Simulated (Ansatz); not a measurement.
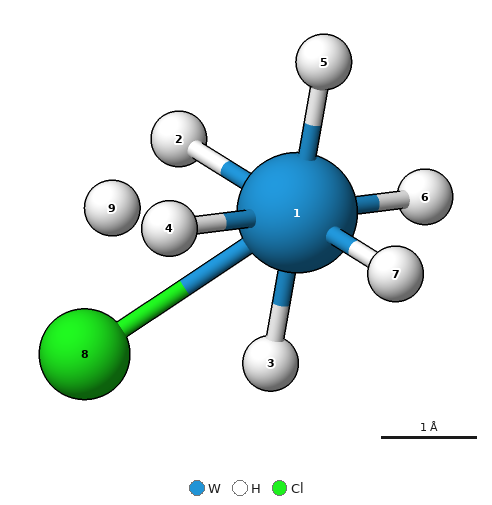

*The input geometry (ball-and-stick view, seen at a tilt; atoms are numbered from 1 in the order of the input). Sticks mark near contacts.*

Bond lengths as drawn: Cl–W 2.69 Å and H–W 1.72 to 2.07 Å.

# WH$_{7}$Cl: geometry relaxation

The run: geometry relaxation of WH$_{7}$Cl. Method and program: RKS B3LYP-D4/def2-SVP (Ansatz 0.2.0).

The input holds or restrains some coordinates. It belongs to a series of runs on one base structure; here: pulled along the bonds that form and break, towards end A. Figures and captions count atoms from 1; the log counts them from 0 in places.

Input:
```yaml
crystal:
  periodic: [false, false, false]
  atoms:
    - { symbol: W, position_ang: [0.0, 0.0, 0.0] }
    - { symbol: H, position_ang: [0.0, 0.0, 2.07] }
    - { symbol: H, position_ang: [1.72, 0.0, 0.0] }
    - { symbol: H, position_ang: [0.0, 1.72, 0.0] }
    - { symbol: H, position_ang: [-1.72, 0.0, 0.0] }
    - { symbol: H, position_ang: [0.0, -1.72, 0.0] }
    - { symbol: H, position_ang: [0.0, 0.0, -1.72] }
    - { symbol: Cl, position_ang: [1.7678, 1.8416, 0.8482] }
    - { symbol: H, position_ang: [0.7133, 0.743, 2.0759] }
basis:
  gaussian: { orbitals: def2-SVP }
hamiltonian:
  xc: b3lyp
  dispersion: d4
relax:
  f_tol: 0.15
  max_steps: 25
  restrain:
    - { distance: [0, 7], at: 3.59, k: 30.0 }
    - { distance: [8, 1], at: 1.86, k: 30.0 }
    - { distance: [0, 1], at: 1.72, k: 30.0 }
    - { distance: [8, 7], at: 1.37, k: 30.0 }
output:
  orbitals: {}
```

Hardware: 1 thread of Intel Xeon @ 2.50GHz (Skylake/Cascade Lake), 32 GiB of memory available, shared host.

Command:
```bash
ansatz run input.yaml --threads 1 --pin off --max-ram 2048MiB --backend cpu --events-out ev --progress --plain --runs-dir out
```

Output:
```
The last accepted step is kept in [file] (removed where the run ends without a failure and the disk answers)
Engine: ansatz 0.2.0, x86_64-unknown-linux-gnu
Functional definition: B3LYP
  parameter a0 = 0.2
  parameter ax = 0.72
  parameter ac = 0.81
  exchange = (1 - a0 - ax)*slater_x + ax*b88_x + a0*exact_x
  correlation = (1 - ac)*vwn_rpa_c + ac*lyp_c
922 factors; integrals over basis functions are off by at most 3.0e-4 eV
mean field evaluation 1: about -14448.7527 eV, gradient 2.2e1 eV
mean field evaluation 2: about -14433.3855 eV, gradient 7.1e1 eV
mean field evaluation 4: about -14450.2830 eV, gradient 5.9e0 eV
mean field evaluation 8: about -14450.4406 eV, gradient 7.5e-1 eV
mean field evaluation 16: about -14450.4474 eV, gradient 5.2e-2 eV
mean field evaluation 32: about -14450.4476 eV, gradient 1.6e-4 eV
mean field evaluation 64: about -14450.2036 eV, gradient 2.0e0 eV
mean field -14450.44755193 eV, -531.0441526682 hartree, gradient 8.7e-7 eV, S^2 0.000000; 7 other end points of the search recorded, 0 dependent functions left out
the calculation of the forces begins
reference -14450.44785147 eV, -531.0441636762 hartree; 19, 19 occupied and 66, 66 virtual orbitals, 922 factors
relax step   1: F+E_penalty+E_count = -14450.80049064 eV  Δ(F+E_penalty+E_count) = +0.000e0 eV  max|allowed force component| = 3.697e0 eV/Å  E_restraint = 29.47333554 eV  max|allowed force component, restraints' pulls added| = 2.559e1 eV/Å  Δτ_max = 0.0000 Å  (240 SCF iters, accepted)
  distance W 0 - Cl 7 = 2.6900 Å
  distance H 8 - H 1 = 1.0300 Å
  distance W 0 - H 1 = 2.0700 Å
  distance H 8 - Cl 7 = 1.9561 Å
these checks for a lower state are left out or cut short: starts, cluster_reference, orbital_swaps, neighbouring_geometries, increment
922 factors; integrals over basis functions are off by at most 5.1e-4 eV
mean field evaluation 96: about -14449.5557 eV, gradient 2.1e-5 eV
mean field -14449.55574938 eV, -531.0113795292 hartree, gradient 2.1e-5 eV, S^2 0.000000; 0 other end points of the search recorded, 0 dependent functions left out
[... from here on the field's lines of each further geometry are left out, up to the last ...]
relax step   2: F+E_penalty+E_count = -14449.88453883 eV  Δ(F+E_penalty+E_count) = +9.160e-1 eV  max|allowed force component| = 5.649e0 eV/Å  E_restraint = 14.75630266 eV  max|allowed force component, restraints' pulls added| = 1.742e1 eV/Å  Δτ_max = 0.1944 Å  (67 SCF iters, accepted)
relax step   3: F+E_penalty+E_count = -14450.16400356 eV  Δ(F+E_penalty+E_count) = -2.795e-1 eV  max|allowed force component| = 5.605e0 eV/Å  E_restraint = 5.18484041 eV  max|allowed force component, restraints' pulls added| = 1.009e1 eV/Å  Δτ_max = 0.1949 Å  (61 SCF iters, accepted)
relax step   4: F+E_penalty+E_count = -14451.92693596 eV  Δ(F+E_penalty+E_count) = -1.763e0 eV  max|allowed force component| = 2.370e0 eV/Å  E_restraint = 0.75983999 eV  max|allowed force component, restraints' pulls added| = 4.347e0 eV/Å  Δτ_max = 0.1926 Å  (54 SCF iters, accepted)
relax step   5: F+E_penalty+E_count = -14453.81413526 eV  Δ(F+E_penalty+E_count) = -1.887e0 eV  max|allowed force component| = 2.359e0 eV/Å  E_restraint = 0.03135576 eV  max|allowed force component, restraints' pulls added| = 2.359e0 eV/Å  Δτ_max = 0.1951 Å  (40 SCF iters, accepted)
relax step   6: F+E_penalty+E_count = -14455.06812033 eV  Δ(F+E_penalty+E_count) = -1.254e0 eV  max|allowed force component| = 1.541e0 eV/Å  E_restraint = 0.05965084 eV  max|allowed force component, restraints' pulls added| = 9.365e-1 eV/Å  Δτ_max = 0.1948 Å  (38 SCF iters, accepted)
relax step   7: F+E_penalty+E_count = -14455.56528864 eV  Δ(F+E_penalty+E_count) = -4.972e-1 eV  max|allowed force component| = 2.596e0 eV/Å  E_restraint = 0.05693450 eV  max|allowed force component, restraints' pulls added| = 1.879e0 eV/Å  Δτ_max = 0.1994 Å  (36 SCF iters, accepted)
relax step   8: F+E_penalty+E_count = -14455.81728548 eV  Δ(F+E_penalty+E_count) = -2.520e-1 eV  max|allowed force component| = 1.718e0 eV/Å  E_restraint = 0.06547937 eV  max|allowed force component, restraints' pulls added| = 1.136e0 eV/Å  Δτ_max = 0.1999 Å  (36 SCF iters, accepted)
relax step   9: F+E_penalty+E_count = -14455.86401120 eV  Δ(F+E_penalty+E_count) = -4.673e-2 eV  max|allowed force component| = 9.732e-1 eV/Å  E_restraint = 0.04507652 eV  max|allowed force component, restraints' pulls added| = 2.076e-1 eV/Å  Δτ_max = 0.2000 Å  (36 SCF iters, accepted)
the calculation of the forces begins
reference -14455.57728692 eV, -531.2326669522 hartree; 19, 19 occupied and 66, 66 virtual orbitals, 924 factors
relax step  10: F+E_penalty+E_count = -14455.88212033 eV  Δ(F+E_penalty+E_count) = -1.811e-2 eV  max|allowed force component| = 9.627e-1 eV/Å  E_restraint = 0.04518790 eV  max|allowed force component, restraints' pulls added| = 8.391e-2 eV/Å  Δτ_max = 0.0527 Å  (31 SCF iters, accepted)
```

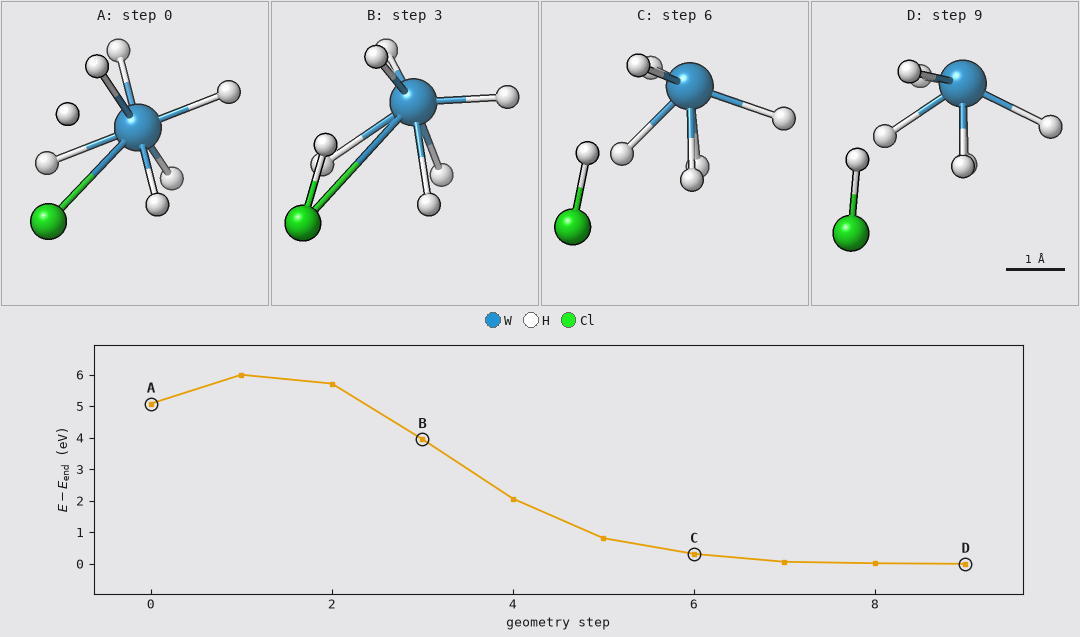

*Frames of the restrained relaxation (ball-and-stick view, seen at a tilt) above the curves, on which the letters mark them (the first geometry is step 0 here and step 1 in the log).*

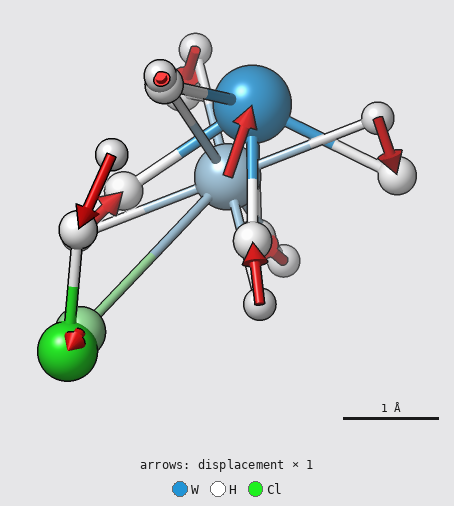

*Start (faint) and end (solid) with the displacements as red arrows, at true length (ball-and-stick view, seen at a tilt). The two geometries are laid on each other by the best rigid fit.*

H9 moves most after the best rigid fit: 0.87 Å. By element the largest moves are H 0.87 Å, W 0.81 Å, Cl 0.31 Å. Among the contacts that change: W1–Cl8 2.690 → 3.628 Å, Cl8–H9 1.956 → 1.331 Å, W1–H2 2.070 → 1.722 Å, W1–H4 1.720 → 1.635 Å. New bonds form: Cl8–H9 (1.96 → 1.33 Å). Bonds break: W1–Cl8 (2.69 → 3.63 Å). Among the angles that change: H3–W1–H5 180.0° → 119.9°, H2–W1–H7 180.0° → 123.8°, H2–W1–H5 90.0° → 120.2°. After 9 geometry steps the energy has fallen by 5.082 eV. Largest force component: 3.7 eV/Å at the start, 0.96 eV/Å at the end. (Atoms are counted from 1 in the order of the input.)

```
  distance W 0 - Cl 7 = 3.6281 Å
  distance H 8 - H 1 = 1.8568 Å
  distance W 0 - H 1 = 1.7217 Å
  distance H 8 - Cl 7 = 1.3306 Å
924 factors; integrals over basis functions are off by at most 5.7e-4 eV
mean field -14455.57701574 eV, -531.2326569863 hartree, gradient 2.5e-5 eV, S^2 0.000000; 1 other end points of the search recorded, 0 dependent functions left out
the calculation of the forces begins
reference -14455.57728692 eV, -531.2326669522 hartree; 19, 19 occupied and 66, 66 virtual orbitals, 924 factors
Total energy: -14455.88239152 eV, -531.2438793392 hartree
Atom 0 at    -0.518058    -0.519924     0.320571 Å, force    -0.862607    -0.887108    -0.334648 eV/Å
Atom 1 at     0.009422    -0.027104     1.883617 Å, force     0.116293     0.111663     0.042527 eV/Å
Atom 2 at     1.075758    -0.152477     0.227811 Å, force     0.034817    -0.005552    -0.011046 eV/Å
Atom 3 at    -0.133104     1.065237     0.210235 Å, force    -0.003904     0.021979    -0.005284 eV/Å
Atom 4 at    -1.655018     0.414762    -0.533663 Å, force    -0.013248     0.015821     0.014800 eV/Å
Atom 5 at     0.374548    -1.665778    -0.565789 Å, force     0.022413    -0.008341     0.024382 eV/Å
Atom 6 at     0.101029     0.081642    -1.093982 Å, force     0.013375     0.015437     0.064825 eV/Å
Atom 7 at     1.926570     2.080734     0.971059 Å, force     0.216631     0.138339     0.962721 eV/Å
Atom 8 at     1.299953     1.307508     1.854242 Å, force     0.476230     0.597761    -0.758276 eV/Å
Dipole moment:    -0.598628    -0.606018     0.386123 e Å
```

Trajectory as extended XYZ (Å, eV, eV/Å), 10 frames, from step=1 to step=10:
```
9
Properties=species:S:1:pos:R:3:forces:R:3 step=1 energy=-14450.80049
W     0.0000    0.0000    0.0000    3.5280   3.6968   3.0893
H     0.0000    0.0000    2.0700    1.7208   1.8014   0.9556
H     1.7200    0.0000    0.0000    1.4574  -2.4668  -1.2464
H     0.0000    1.7200    0.0000   -2.2212   1.5114  -1.6776
H    -1.7200    0.0000    0.0000   -1.2423  -0.9540  -0.3360
H     0.0000   -1.7200    0.0000   -0.8346  -1.1254  -0.8447
H     0.0000    0.0000   -1.7200    0.1351   0.0755   0.1477
Cl    1.7678    1.8416    0.8482   -0.4039  -0.2895   0.1656
H     0.7133    0.7430    2.0759   -2.1393  -2.2493  -0.2536
9
Properties=species:S:1:pos:R:3:forces:R:3 step=2 energy=-14449.88454
W    -0.0757   -0.0787    0.0350    3.5082   3.3768   5.6494
H    -0.0751   -0.0781    2.0095    1.2802   1.2901   0.5304
H     1.7270   -0.0212   -0.0100    0.5131  -1.0904  -1.6482
H    -0.0182    1.7274   -0.0135   -1.0568   0.5399  -1.8468
H    -1.7359   -0.0092   -0.0028   -2.1794   0.2077  -1.3637
H    -0.0081   -1.7351   -0.0074    0.0986  -2.1018  -1.6400
H     0.0007    0.0002   -1.7163   -0.1099  -0.1999   0.4069
Cl    1.8264    1.9045    0.9697   -0.9609  -0.8734   0.7541
H     0.8400    0.8748    2.0099   -1.0930  -1.1489  -0.8422
9
Properties=species:S:1:pos:R:3:forces:R:3 step=3 energy=-14450.16400
W    -0.1605   -0.1730    0.1216    2.7804   2.6422   5.6052
H    -0.1442   -0.1513    1.9634    0.5251   0.5069   0.7299
H     1.7235   -0.0195   -0.0376   -1.0858  -0.1324  -1.7182
H    -0.0191    1.7235   -0.0409   -0.2507  -1.0554  -1.8566
H    -1.7750    0.0082   -0.0342   -2.0340   1.3489  -2.0769
H     0.0051   -1.7748   -0.0397    1.0984  -2.2721  -2.2863
H    -0.0040   -0.0062   -1.7027   -0.4047  -0.4679   0.9376
Cl    1.8870    1.9689    1.0934   -1.3813  -1.3437   1.8599
H     0.9685    1.0089    1.9507    0.7527   0.7734  -1.1946
9
Properties=species:S:1:pos:R:3:forces:R:3 step=4 energy=-14451.92694
W    -0.2574   -0.2843    0.2454    0.4262   0.9378   0.9773
H    -0.1798   -0.1904    1.9779    0.8547   0.8106   1.1070
H     1.6543    0.0008   -0.0930   -2.3459   0.0021  -0.6273
H    -0.0063    1.6549   -0.0994   -0.0267  -2.3701  -0.6926
H    -1.8229    0.0797   -0.1177   -0.7829   1.1818  -1.4466
H     0.0647   -1.8358   -0.1281    1.1817  -1.1731  -1.6917
H    -0.0247   -0.0281   -1.6591    0.1321   0.0105   1.5566
Cl    1.9616    2.0502    1.2455   -0.8595  -0.8834   1.6920
H     1.0915    1.1375    1.9027    1.4202   1.4837  -0.8747
9
Properties=species:S:1:pos:R:3:forces:R:3 step=5 energy=-14453.81414
W    -0.3602   -0.3713    0.2811    0.6408   0.6925  -0.6500
H    -0.1186   -0.1357    1.9901    0.8708   0.8107   0.3651
H     1.4601    0.0020   -0.1093   -2.2945  -0.1883   0.0249
H    -0.0026    1.4609   -0.1188   -0.2251  -2.3587  -0.0151
H    -1.8592    0.1620   -0.2101   -0.3385   0.8146  -0.9619
H     0.1495   -1.8714   -0.2340    0.7626  -0.3238  -1.0010
H     0.0129   -0.0028   -1.5486    0.0489  -0.0030   1.7889
Cl    2.0207    2.1124    1.3354   -0.2216  -0.2233   0.8575
H     1.1785    1.2287    1.8883    0.7566   0.7793  -0.4084
9
Properties=species:S:1:pos:R:3:forces:R:3 step=6 energy=-14455.06812
W    -0.3569   -0.3628    0.2963   -1.5282  -1.5408  -0.2969
H    -0.0556   -0.0822    1.9798    0.9217   0.8582   0.5066
H     1.2780   -0.0207   -0.1157   -0.9365   0.1926  -0.0608
H    -0.0303    1.2685   -0.1318    0.1561  -0.9363  -0.1218
H    -1.8455    0.2267   -0.3031    0.3114   0.4951  -0.5688
H     0.2081   -1.8524   -0.3275    0.4427   0.3353  -0.5908
H     0.0262    0.0067   -1.3794    0.1979   0.1415   0.8288
Cl    2.0439    2.1393    1.3602   -0.0216  -0.0118   0.5572
H     1.2130    1.2615    1.8953    0.4567   0.4661  -0.2536
9
Properties=species:S:1:pos:R:3:forces:R:3 step=7 energy=-14455.56529
W    -0.4633   -0.4633    0.3766    0.1799   0.1290  -2.5958
H    -0.0076   -0.0600    2.0004    0.5170   0.5126   0.2029
H     1.0928    0.0284   -0.0828   -0.4101  -0.5299   0.6655
H     0.0090    1.0832   -0.1182   -0.5277  -0.3676   0.6228
H    -1.7745    0.3331   -0.4233    0.2695  -0.1608   0.1640
H     0.3005   -1.7731   -0.4518   -0.1832   0.2547   0.1455
H     0.0773    0.0444   -1.1904   -0.3626  -0.3851   0.5931
Cl    1.9921    2.0935    1.1933   -0.0308  -0.0332   0.8897
H     1.2547    1.2985    1.9705    0.5480   0.5803  -0.6878
9
Properties=species:S:1:pos:R:3:forces:R:3 step=8 energy=-14455.81728
W    -0.4959   -0.4970    0.3523   -0.2272  -0.2330  -1.7176
H     0.0302   -0.0178    1.9284    0.3034   0.3013   0.0591
H     1.1014   -0.0857    0.0810   -0.4038  -0.1863   0.2578
H    -0.0955    1.0933    0.0460   -0.1460  -0.3891   0.2658
H    -1.7078    0.3833   -0.5046    0.1803  -0.1941   0.2287
H     0.3377   -1.7200   -0.5324   -0.1737   0.1883   0.2172
H     0.0448    0.0098   -1.1744   -0.1182  -0.1211   0.5171
Cl    1.9525    2.0947    1.0998    0.1189   0.0573   0.9625
H     1.3136    1.3241    1.9779    0.4663   0.5768  -0.7905
9
Properties=species:S:1:pos:R:3:forces:R:3 step=9 energy=-14455.86401
W    -0.5219   -0.5252    0.3332   -0.7823  -0.8135  -0.5230
H     0.0198   -0.0317    1.8939    0.1065   0.1220   0.0132
H     1.0842   -0.1870    0.2491   -0.0625   0.0804  -0.0073
H    -0.1825    1.0755    0.2252    0.1252  -0.0586   0.0096
H    -1.6121    0.4406   -0.5447   -0.0828  -0.0718   0.0809
H     0.3920   -1.6248   -0.5868   -0.0457  -0.0744   0.0976
H     0.0771    0.0434   -1.1053    0.0717   0.1081   0.1517
Cl    1.9320    2.0744    0.9588    0.1702   0.1139   0.9732
H     1.2926    1.3194    1.8507    0.4998   0.5939  -0.7959
9
Properties=species:S:1:pos:R:3:forces:R:3 step=10 energy=-14455.88212
W    -0.5181   -0.5199    0.3206   -0.8626  -0.8871  -0.3346
H     0.0094   -0.0271    1.8836    0.1163   0.1117   0.0425
H     1.0758   -0.1525    0.2278    0.0348  -0.0056  -0.0110
H    -0.1331    1.0652    0.2102   -0.0039   0.0220  -0.0053
H    -1.6550    0.4148   -0.5337   -0.0132   0.0158   0.0148
H     0.3745   -1.6658   -0.5658    0.0224  -0.0083   0.0244
H     0.1010    0.0816   -1.0940    0.0134   0.0154   0.0648
Cl    1.9266    2.0807    0.9711    0.2166   0.1383   0.9627
H     1.3000    1.3075    1.8542    0.4762   0.5978  -0.7583
```

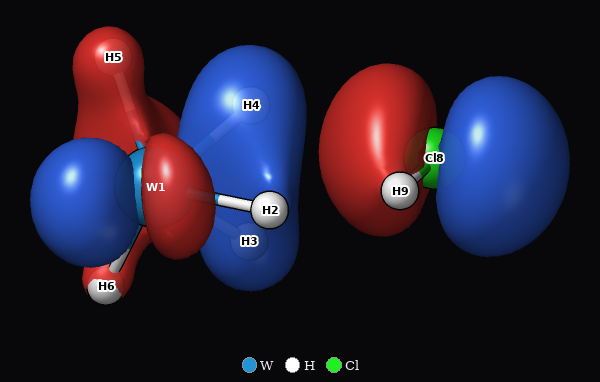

*One frontier orbital at ±0.1 Å⁻³ᐟ² (red and blue are the two phases), seen face on.*

The HOMO, at −7.41 eV. It lies mainly on Cl8 (45 %), W1 (30 %) and H4 (10 %).

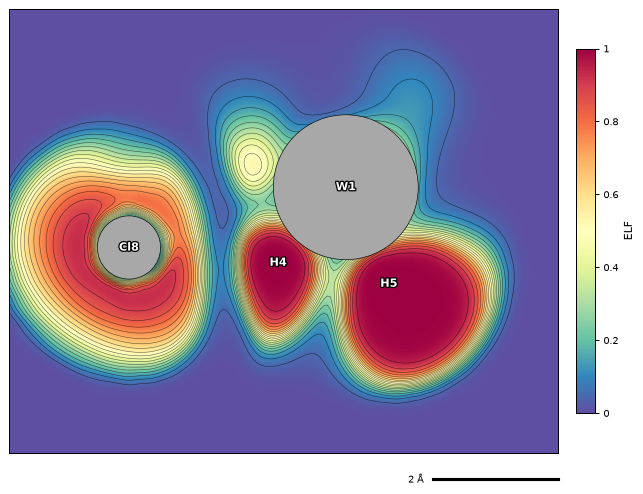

*Electron localisation function on the plane of atoms H4, W1 and H5. Grey discs, where drawn, cover atomic cores.*

W–H (1.63 Å): the ELF climbs to about 1 towards the hydrogen, as it does in any bond to H.

Key numbers:

| quantity | value |
| --- | --- |
| outcome | converged under the restraints of the input |
| total energy | −14455.8824 eV |
| mean-field energy | −14455.5773 eV |
| largest force (length of the vector) at the end, held atoms and coordinates included | 1.282 eV/Å |
| wall time | 96 s |
| peak memory | 0.2 GiB |
